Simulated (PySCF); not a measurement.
**C4H12SSi2 (SMILES C=CCC[SiH2][SiH2]S): density, localisation and related maps**

```yaml
atoms:
  - { symbol: C, position_ang: [-3.2723, 1.6770, -0.6477] }
  - { symbol: C, position_ang: [-2.2616, 1.5136, 0.1847] }
  - { symbol: C, position_ang: [-1.6170, 0.2003, 0.4932] }
  - { symbol: C, position_ang: [-0.1579, 0.1959, 0.0277] }
  - { symbol: Si, position_ang: [0.7434, -1.4441, 0.3817] }
  - { symbol: Si, position_ang: [2.8895, -1.3706, -0.4694] }
  - { symbol: S, position_ang: [3.9154, 0.2705, 0.5022] }
  - { symbol: H, position_ang: [-3.6924, 2.6467, -0.8550] }
  - { symbol: H, position_ang: [-3.7284, 0.8412, -1.1537] }
  - { symbol: H, position_ang: [-1.8160, 2.3693, 0.6767] }
  - { symbol: H, position_ang: [-2.1642, -0.6079, 0.0037] }
  - { symbol: H, position_ang: [-1.6500, 0.0253, 1.5722] }
  - { symbol: H, position_ang: [0.3726, 1.0163, 0.5175] }
  - { symbol: H, position_ang: [-0.1344, 0.4112, -1.0437] }
  - { symbol: H, position_ang: [0.0149, -2.5452, -0.2637] }
  - { symbol: H, position_ang: [0.7037, -1.6957, 1.8284] }
  - { symbol: H, position_ang: [3.0274, -1.0827, -1.8993] }
  - { symbol: H, position_ang: [3.7396, -2.5333, -0.2112] }
  - { symbol: H, position_ang: [5.0779, 0.1214, -0.1099] }
```

Geometry: GFN2-xTB.

These are results of PBE0/pcSseg-1, SCF density, gas phase, non-relativistic in PySCF 2.14.0, not measurements.

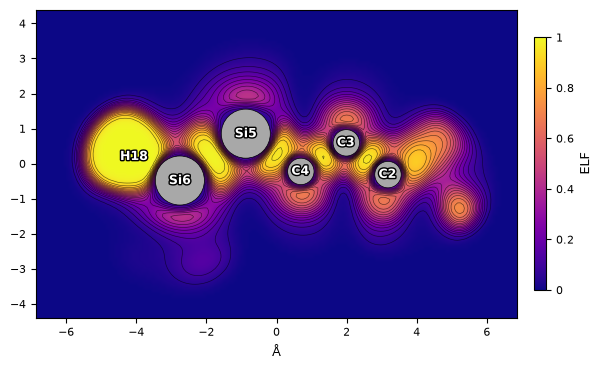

Figure 1. ELF on the plane of atoms C3, C4 and Si5. Grey discs cover the atomic cores.

Interpret the plot.

- The section cuts through C, Si and H sites.
- C–Si (1.90 Å): the ELF peaks at about 0.95 between the atoms (localised, covalent bonding).
- Si–Si (2.31 Å): the ELF peaks at about 1 between the atoms: localised, covalent bonding.
- C–C (1.50 Å): the ELF peaks at about 0.95 between the atoms, as expected for localised, covalent bonding.

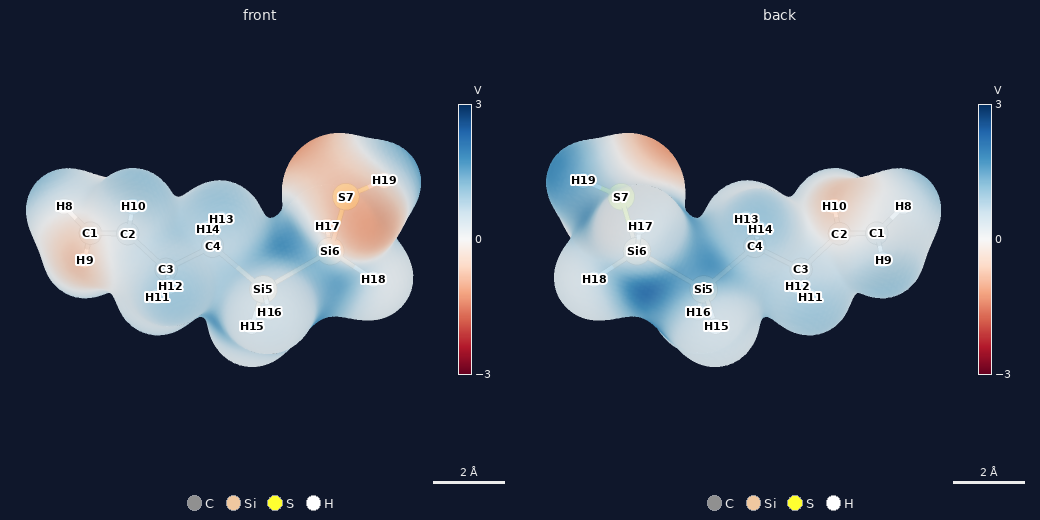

Figure 2. The molecular electrostatic potential painted on the density surface at 0.004 e/bohr³, seen from the front and from behind; the colour scale runs from red (negative) to blue (positive).

Describe the electrostatic potential map.

The most negative region (about −1.1 V) lies over S7, the most positive (about +2.1 V) over Si6.
